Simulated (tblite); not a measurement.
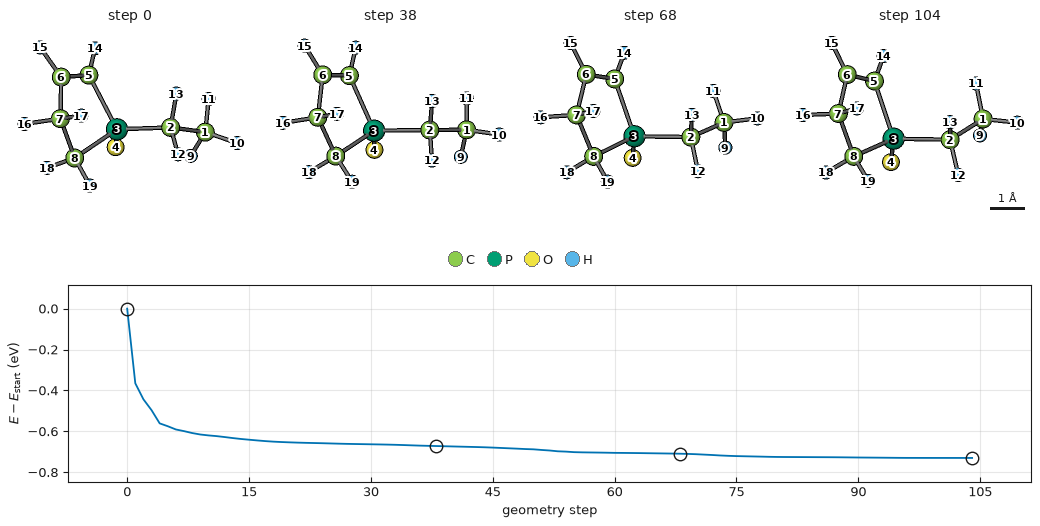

Frames of a relaxation of C6H11OP, marked on the history of the run. A ball-and-stick model, seen at a tilt.

Theory: GFN2-xTB geometry optimisation, gas phase in tblite 0.8.0. 

> What happens along the run?

The energy falls by 0.730 eV in 104 geometry steps. The largest move after the best rigid fit is that of H13, 0.95 Å. Largest moves by element: H 0.95 Å, O 0.46 Å, C 0.40 Å, P 0.32 Å. Among the contacts that change: C2–P3 1.764 → 1.844 Å, C6–C7 1.446 → 1.500 Å, C2–H13 1.131 → 1.090 Å, C6–H15 1.117 → 1.080 Å. Bond angles that change, for instance: P3–C2–H12 115.8° → 106.6°, P3–C8–C7 98.1° → 106.2°, O4–P3–C5 110.5° → 117.9°. Groups turn about C2–P3 by about 45°. From step 0 to 38: H12 moves most (0.33 Å), energy −0.672 eV. From step 38 to 68: H atoms move most (0.48 Å), energy −0.038 eV. From step 68 to 104: H11 moves most (0.45 Å), energy −0.021 eV.
